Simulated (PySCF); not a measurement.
# AlH2F (SMILES [H][Al]([H])[F]) at CCSDTQ/STO-3G

What is the energy change on altering one bond length of AlH2F at CCSDTQ/STO-3G? The job is set up through a Python script.

The results are computed with PySCF 2.14.0.

9 further runs of the same task are left out: 9 set aside as unsound or not needed.

**1. Starting point**

AlH2F: 4 atoms, total charge 0, spin state singlet. SMILES: `[H][Al]([H])[F]`. The shape comes from GFN2-xTB, which is rough for such elements, and wasn't checked as a minimum.

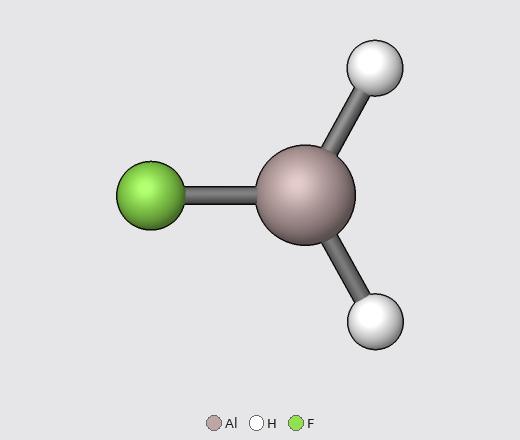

The structure, seen from a chosen angle (aluminium light grey, hydrogen white, fluorine green).

**2. The energy at CCSDTQ/STO-3G**

The input, job.py:

```python
# AlH2F
from pyscf import gto, cc

system = gto.Mole()
system.atom = [
    ('Al', (0.019600, 0.032680, 0.000940)),
    ('H', (1.546910, -0.017870, 0.014080)),
    ('H', (-0.738990, 1.358820, -0.019420)),
    ('F', (-0.827520, -1.373630, 0.004400)),
]
system.max_memory = 1860
system.verbose = 3
system.basis = 'sto-3g'
system.charge = 0
system.build()

mf = system.RHF()
mf.conv_tol = 1e-10
mf.kernel()
if not mf.converged:
    mf = mf.newton().run(mf.mo_coeff, mf.mo_occ)

mycc = cc.CCSDTQ(mf, frozen=6)
mycc.kernel()
energy = mycc.e_tot
print('E(%s) = %.9f' % ('CCSDTQ', energy))
```

On the command line:

```sh
$ OMP_NUM_THREADS=1 python job.py
```

The log of the run:

```text
converged SCF energy = -338.234252255394
_make_eris_incore_RCCSDTQ

WARN: A large `blksize` is being used, which may cause large memory consumption
      for storing contraction intermediates. If memory is sufficient, consider using
      `pyscf.cc.rccsdtq_highm.RCCSDTQ` instead.

RCCSDTQ converged
E(RCCSDTQ) = -338.3003553976693   E_corr = -0.06610314227522714
E_corr(same-spin) = -0.00730266559128971
E_corr(oppo-spin) = -0.0588004766839374
E(CCSDTQ) = -338.300355398
```

It took 3.9 s on 1 thread of Arm Neoverse V2, shared host; peak memory 0.13 GiB.

**3. The distorted shape at the same level**

The input, calc.py:

```python
from pyscf import gto, scf, cc

molecule = gto.M(
    atom='''
Al      -1.813126       0.093338      -0.014828
H        1.546910      -0.017870       0.014080
H       -2.571716       1.419478      -0.035188
F       -2.660246      -1.312972      -0.011368
''',
    basis='sto-3g',
    max_memory=1860,
    spin=0,
    verbose=4,
)

mf = scf.RHF(molecule)
mf.conv_tol = 1e-10
mf.kernel()
if not mf.converged:
    mf = mf.newton().run(mf.mo_coeff, mf.mo_occ)

mycc = cc.CCSDTQ(mf, frozen=6)
mycc.kernel()
energy = mycc.e_tot
print('E(%s) = %.9f' % ('CCSDTQ', energy))
```

On the command line:

```sh
$ OMP_NUM_THREADS=1 python calc.py
```

The log of the run:

```text
PySCF version 2.14.0

[INPUT] num. atoms = 4
[INPUT] num. electrons = 24
[INPUT] charge = 0
[INPUT] spin (= nelec alpha-beta = 2S) = 0
[INPUT] symmetry False subgroup None
[INPUT] Mole.unit = angstrom
[INPUT] Symbol           X                Y                Z      unit          X                Y                Z       unit  Magmom
[INPUT]  1 Al    -1.813126000000   0.093338000000  -0.014828000000 AA   -3.426311569328   0.176383257015  -0.028020858975 Bohr   0.0
[INPUT]  2 H      1.546910000000  -0.017870000000   0.014080000000 AA    2.923236239351  -0.033769405846   0.026607343834 Bohr   0.0
[INPUT]  3 H     -2.571716000000   1.419478000000  -0.035188000000 AA   -4.859838910162   2.682424659845  -0.066495682871 Bohr   0.0
[INPUT]  4 F     -2.660246000000  -1.312972000000  -0.011368000000 AA   -5.027136363970  -2.481157489222  -0.021482406584 Bohr   0.0

nuclear repulsion = 47.2059211397677
number of shells = 10
number of NR pGTOs = 48
number of NR cGTOs = 16
basis = sto-3g
ecp = {}

[... 39 lines left out ...]
converged SCF energy = -337.90709377215
[... 16 lines left out ...]
WARN: A large `blksize` is being used, which may cause large memory consumption
[... 10 lines left out ...]
Init t2, MP2 energy = -338.036492507441  E_corr(MP2) -0.129398735291
[... 23 lines left out ...]
RCCSDTQ converged
[... 3 lines left out ...]
E(CCSDTQ) = -338.114854803
```

It took 5.1 s on 1 thread of Arm Neoverse V2, shared host; peak memory 0.11 GiB.

**4. Summary of results**

Level: CCSDTQ/STO-3G, 6 core orbitals frozen.

| quantity | value |
| --- | --- |
| first shape: total energy | -338.30036 Eh |
| first shape: dipole moment (Hartree–Fock density) | 0.72 D |
| first shape: HOMO energy (Hartree–Fock orbitals) | -8.93 eV |
| first shape: LUMO energy (Hartree–Fock orbitals) | 9.27 eV |
| first shape: HOMO–LUMO gap (Hartree–Fock orbitals) | 18.20 eV |
| first shape: correlation energy (6 core orbitals frozen) | -66.1 mEh |
| first shape: T1 diagnostic | 0.016 |
| distorted shape: total energy | -338.11485 Eh |
| distorted shape: dipole moment (Hartree–Fock density) | 3.35 D |
| distorted shape: HOMO energy (Hartree–Fock orbitals) | -2.67 eV |
| distorted shape: LUMO energy (Hartree–Fock orbitals) | 3.42 eV |
| distorted shape: HOMO–LUMO gap (Hartree–Fock orbitals) | 6.09 eV |
| distorted shape: correlation energy (6 core orbitals frozen) | -207.8 mEh |
| distorted shape: T1 diagnostic | 0.079 |
| energy change with the Al1–H2 bond stretched from 1.528 to 3.362 Å | 5.048 eV |

What this shows: With the Al1–H2 bond stretched from 1.528 to 3.362 Å the energy rises by 5.05 eV (116 kcal/mol). The first shape isn't relaxed at this level, so the change isn't measured from a minimum. The minimal basis adds a large error of its own. Mulliken charges (first shape) of the mean-field density run from -0.38 on F4 to +0.95 on Al1.
